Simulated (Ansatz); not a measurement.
## Molecular dynamics, with input and output: SnH₅O (part 3 of 3)

The same run, continued: SnH₅O, multiplicity 2; UHF/def2-SVP (Ansatz 0.2.0). It belongs to a series of runs on one base structure; here: dynamics from the highest image of the converged band.

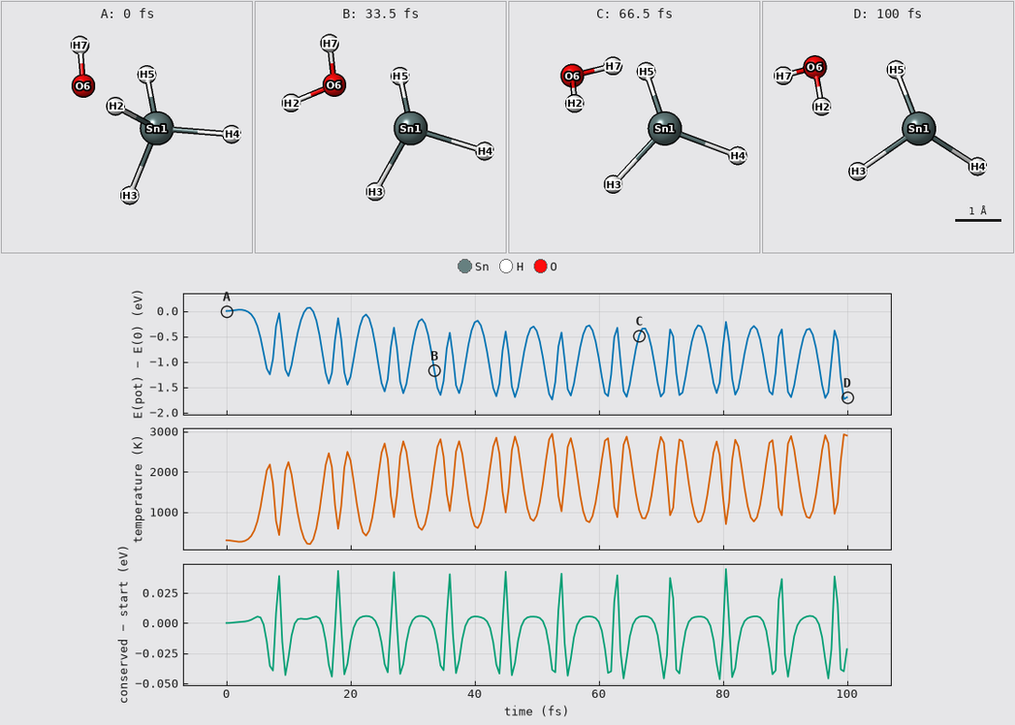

**Figure 1.** Frames of the molecular dynamics (ball-and-stick, seen at a tilt) above the curves, on which the letters mark them. The trajectory kept here has 201 frames over 100 fs. The temperature starts at 300 K, ranges from 207 to 2942 K and averages 1804 K over the second half. The potential energy ends 1.701 eV below its first value. The conserved quantity stays within 0.091 eV. After an unweighted best fit of the last frame on the first, the root-mean-square displacement is 1.14 Å, and H2 has moved furthest (1.87 Å).

```
Total energy: -7918.43640584 eV, -290.9971706056 hartree
Atom 0 at    -0.023664     0.027594    -0.073218 Å, force    -0.559764    -0.083984    -0.228828 eV/Å
Atom 1 at     0.618013     0.605866     4.226488 Å, force    -1.525899    -2.438852    -0.094910 eV/Å
Atom 2 at     1.542913     0.015305     0.590268 Å, force     0.246114     0.077853    -0.075900 eV/Å
Atom 3 at    -0.170348     0.837104    -1.610191 Å, force     0.223278    -0.194012     0.346125 eV/Å
Atom 4 at    -0.552178    -1.610668    -0.249366 Å, force     0.082323     0.209266     0.006623 eV/Å
Atom 5 at     0.118951    -0.262933     4.183598 Å, force     0.898697     3.173760     0.226185 eV/Å
Atom 6 at     0.789054    -0.880049     3.991591 Å, force     0.635251    -0.744031    -0.179295 eV/Å
Dipole moment:     0.396159     0.139031     0.031716 e Å
```

**Trajectory as extended XYZ (Å, eV, eV/Å), 14 of the 201 frames kept, from step=0 to step=200**
```
7
Properties=species:S:1:pos:R:3:forces:R:3 step=0 time_fs=0.0 energy=-7916.73585 temperature=300.0
Sn    0.0065   -0.0023    0.0737   -0.0013   0.0015   0.0056
H     0.0758    0.0141    1.9139    0.0071   0.0093  -0.0146
H     1.5996    0.0072   -0.5423    0.0010  -0.0008  -0.0011
H    -0.8480    1.3738   -0.4711    0.0003  -0.0004  -0.0017
H    -0.8027   -1.4200   -0.4429   -0.0005  -0.0005   0.0014
O     0.0726   -0.0593    3.2903   -0.0101  -0.0095   0.0009
H    -0.6164   -0.7145    3.3673    0.0035   0.0003   0.0095
7
Properties=species:S:1:pos:R:3:forces:R:3 step=15 time_fs=7.5 energy=-7917.68310 temperature=1704.7
Sn    0.0053   -0.0002    0.0718    0.1009  -0.0679  -0.6815
H     0.1926   -0.1488    2.4210    1.6938  -0.5016  -7.7193
H     1.6767   -0.0345   -0.3585   -0.3073   0.0451  -0.1380
H    -0.8928    1.3171   -0.5094    0.0809   0.2086  -0.1666
H    -0.8303   -1.4234   -0.3674    0.0759  -0.1430  -0.1177
O     0.0732   -0.0582    3.2557   -1.9876  -0.0094   8.3470
H    -0.6050   -0.7152    3.4071    0.3434   0.4683   0.4762
7
Properties=species:S:1:pos:R:3:forces:R:3 step=31 time_fs=15.5 energy=-7917.58329 temperature=1608.3
Sn    0.0038    0.0014    0.0672   -0.7063   0.0418  -0.4654
H     0.5206   -0.3678    2.3400   -2.4154   1.1547   5.0005
H     1.6635   -0.0513   -0.2674    0.2018   0.0463  -0.3347
H    -0.8728    1.3350   -0.5899    0.3030  -0.1923   0.0241
H    -0.8061   -1.4655   -0.3462    0.1685   0.1333  -0.0952
O     0.0609   -0.0536    3.2845    1.5060  -1.7830  -3.4427
H    -0.5918   -0.7198    3.5448    0.9425   0.5993  -0.6865
7
Properties=species:S:1:pos:R:3:forces:R:3 step=46 time_fs=23.0 energy=-7916.88325 temperature=536.7
Sn    0.0005    0.0027    0.0614    0.6405  -0.0346  -0.0937
H     0.8035   -0.7174    2.6264   -4.1355   3.9710   4.1004
H     1.6977   -0.0407   -0.3493   -0.3724  -0.0022   0.0169
H    -0.7359    1.3199   -0.6873   -0.1922   0.2679  -0.2367
H    -0.7144   -1.4730   -0.3885   -0.1287  -0.1934  -0.1723
O     0.0498   -0.0378    3.3202    3.0394  -5.6341  -3.1792
H    -0.5652   -0.7621    3.5920    1.1489   1.6253  -0.4354
7
Properties=species:S:1:pos:R:3:forces:R:3 step=62 time_fs=31.0 energy=-7916.94173 temperature=627.5
Sn   -0.0015    0.0041    0.0541   -0.5423   0.2675  -0.8348
H     1.0836   -0.7156    3.2726   -6.2769   3.5814   0.6971
H     1.6227   -0.0310   -0.4445    0.4537  -0.0488   0.0918
H    -0.6598    1.3650   -0.8697    0.0389  -0.5501   0.3565
H    -0.6618   -1.5210   -0.5035   -0.0018   0.3777   0.1485
O     0.0476   -0.0566    3.3490    4.5988  -4.4740   0.3175
H    -0.6375   -0.6413    3.7504    1.7296   0.8462  -0.7765
7
Properties=species:S:1:pos:R:3:forces:R:3 step=77 time_fs=38.5 energy=-7917.76699 temperature=1891.6
Sn   -0.0042    0.0064    0.0438    1.0666  -0.1676  -0.2974
H     0.9352   -0.5087    3.9412   -4.2884   2.3761  -3.1280
H     1.6862   -0.0439   -0.4576   -0.3578  -0.0131   0.4191
H    -0.6123    1.2266   -0.9267   -0.4595   0.6594  -0.3140
H    -0.6406   -1.4435   -0.5583   -0.2802  -0.4445   0.0328
O     0.0686   -0.0892    3.3815    3.6402  -3.1926   4.2421
H    -0.6337   -0.5196    3.9007    0.6792   0.7823  -0.9546
7
Properties=species:S:1:pos:R:3:forces:R:3 step=92 time_fs=46.0 energy=-7918.22415 temperature=2535.8
Sn   -0.0042    0.0083    0.0311   -1.0434   0.1697  -0.9546
H     0.6592   -0.1502    4.1310    4.2623   0.0089   4.3589
H     1.6559   -0.0646   -0.2875    0.4182   0.0097   0.0218
H    -0.7179    1.2668   -1.0286    0.3756  -0.4911   0.5307
H    -0.7178   -1.4883   -0.5621    0.2146   0.3409   0.2910
O     0.1051   -0.1381    3.4593   -4.6872  -0.2050  -3.4673
H    -0.7298   -0.3093    3.9033    0.4599   0.1670  -0.7806
7
Properties=species:S:1:pos:R:3:forces:R:3 step=108 time_fs=54.0 energy=-7917.15953 temperature=1018.8
Sn   -0.0070    0.0109    0.0142    0.6439  -0.2724   0.7354
H     0.4738    0.1243    4.1936    8.8002   7.3567  14.9179
H     1.7327   -0.0773   -0.0694   -0.4722   0.0606  -0.1148
H    -0.6942    1.1742   -0.9535   -0.1457   0.7135  -0.6197
H    -0.7241   -1.4480   -0.4400   -0.0525  -0.4734  -0.1006
O     0.1358   -0.1878    3.5652   -9.1139  -7.0560 -14.2412
H    -0.7893   -0.0337    3.7447    0.3401  -0.3291  -0.5771
7
Properties=species:S:1:pos:R:3:forces:R:3 step=123 time_fs=61.5 energy=-7918.41353 temperature=2831.8
Sn   -0.0090    0.0127    0.0001   -1.0068   0.2499  -0.0319
H     0.4149    0.3898    4.3005    1.0774   0.9074   1.2717
H     1.6705   -0.0619    0.0699    0.3868   0.0131  -0.1842
H    -0.6511    1.2746   -1.0607    0.3997  -0.5985   0.2357
H    -0.7104   -1.5412   -0.3465    0.2120   0.3600  -0.0796
O     0.1500   -0.2293    3.6720   -1.4266  -0.3019  -0.9533
H    -0.7171    0.1217    3.4726    0.3575  -0.6300  -0.2585
7
Properties=species:S:1:pos:R:3:forces:R:3 step=138 time_fs=69.0 energy=-7917.78971 temperature=1929.6
Sn   -0.0137    0.0153   -0.0133    0.5494   0.0544   0.5433
H     0.5000    0.6626    4.3320   -2.1150  -4.9449  -3.1739
H     1.7090   -0.0357    0.1198   -0.2538  -0.0026  -0.0606
H    -0.4665    1.1884   -1.1361   -0.1501   0.1602  -0.3778
H    -0.6236   -1.5348   -0.3079   -0.1238  -0.2057  -0.1830
O     0.1453   -0.2577    3.7901    1.5220   4.8915   2.4573
H    -0.4829    0.0492    3.1303    0.5713   0.0469   0.7948
7
Properties=species:S:1:pos:R:3:forces:R:3 step=154 time_fs=77.0 energy=-7917.19147 temperature=1012.4
Sn   -0.0173    0.0185   -0.0258    0.0112   0.0976  -0.7138
H     0.5483    0.8220    4.2017   -2.3841  -6.3985  -1.5598
H     1.6803   -0.0121    0.1458    0.1351  -0.0315   0.1630
H    -0.3151    1.1063   -1.3621   -0.1107  -0.3182   0.3791
H    -0.5748   -1.5828   -0.3554   -0.0110   0.2431   0.0293
O     0.1329   -0.2747    3.9156    2.1821   6.7060   0.3774
H    -0.0861   -0.1125    2.9843    0.1775  -0.2985   1.3248
7
Properties=species:S:1:pos:R:3:forces:R:3 step=169 time_fs=84.5 energy=-7917.09601 temperature=865.0
Sn   -0.0198    0.0218   -0.0397    0.1972  -0.0201  -0.4984
H     0.6130    0.8264    4.2302   -2.8214  -6.4740  -1.5983
H     1.6789   -0.0048    0.2496   -0.0872  -0.0113   0.1448
H    -0.2539    0.9509   -1.4648   -0.0913   0.0992   0.1056
H    -0.5556   -1.5659   -0.3953   -0.0435  -0.0504   0.1357
O     0.1215   -0.2703    4.0142    2.7375   5.9488   0.7151
H     0.2528   -0.4369    3.0749    0.1087   0.5078   0.9956
7
Properties=species:S:1:pos:R:3:forces:R:3 step=185 time_fs=92.5 energy=-7917.51565 temperature=1509.9
Sn   -0.0217    0.0251   -0.0566   -0.0384  -0.1247  -0.1720
H     0.6854    0.7529    4.2050   -3.2997  -5.9015  -0.5697
H     1.6366   -0.0026    0.4313   -0.1471   0.0289  -0.0569
H    -0.2363    0.8477   -1.5476    0.1164   0.1326   0.0660
H    -0.5599   -1.5781   -0.3603    0.0371  -0.0181   0.1663
O     0.1095   -0.2656    4.1102    3.6400   5.5296  -0.0213
H     0.6200   -0.7148    3.4326   -0.3082   0.3533   0.5876
7
Properties=species:S:1:pos:R:3:forces:R:3 step=200 time_fs=100.0 energy=-7918.43641 temperature=2897.7
Sn   -0.0237    0.0276   -0.0732   -0.5598  -0.0840  -0.2288
H     0.6180    0.6059    4.2265   -1.5259  -2.4389  -0.0949
H     1.5429    0.0153    0.5903    0.2461   0.0779  -0.0759
H    -0.1703    0.8371   -1.6102    0.2233  -0.1940   0.3461
H    -0.5522   -1.6107   -0.2494    0.0823   0.2093   0.0066
O     0.1190   -0.2629    4.1836    0.8987   3.1738   0.2262
H     0.7891   -0.8800    3.9916    0.6353  -0.7440  -0.1793
```

This output came from the following input.

**The input**
```yaml
crystal:
  periodic: [false, false, false]
  atoms:
    - { symbol: Sn, position_ang: [0.006519, -0.00234, 0.073702] }
    - { symbol: H, position_ang: [0.075812, 0.014084, 1.913907] }
    - { symbol: H, position_ang: [1.599587, 0.007186, -0.542259] }
    - { symbol: H, position_ang: [-0.847957, 1.373779, -0.471145] }
    - { symbol: H, position_ang: [-0.802749, -1.419987, -0.442892] }
    - { symbol: O, position_ang: [0.072614, -0.059285, 3.290296] }
    - { symbol: H, position_ang: [-0.616425, -0.714535, 3.36729] }
magnetization:
  spin_polarized: true
  initial_magnetization: 1
basis:
  gaussian: { orbitals: def2-SVP }
hamiltonian:
  xc: hf
md:
  timestep: 0.5
  n_steps: 200
  ensemble: nve
  temperature: 300.0
  initial_velocities: maxwell_boltzmann
  seed: 2271
```

Launched with:
```bash
ansatz run input.yaml --threads 2 --pin off --max-ram 3072MiB --backend cpu --events-out ev --progress --plain --runs-dir out
```

**Results in brief**

| quantity | value |
| --- | --- |
| outcome | finished |
| mean temperature over the second half | 1804 K |
| trajectory | 200 steps, 100 fs |
| ensemble | nve |
| temperature in the input | 300.0 K |
| time step | 0.5 fs |
| potential energy (last step) | −7918.4364 eV |
| mean-field energy (last step) | −7918.4364 eV |
| ⟨S²⟩ (last step) | 0.753 |
| largest force (length of the vector) (last step) | 3.306 eV/Å |
| hardware | 2 threads of Arm Neoverse V1, 24 GiB of memory available, shared host |
| wall time | 2.3 min (CPU time 4 min) |
| peak memory | 0.13 GiB |

**Remarks**

So short a trajectory is not equilibrated.
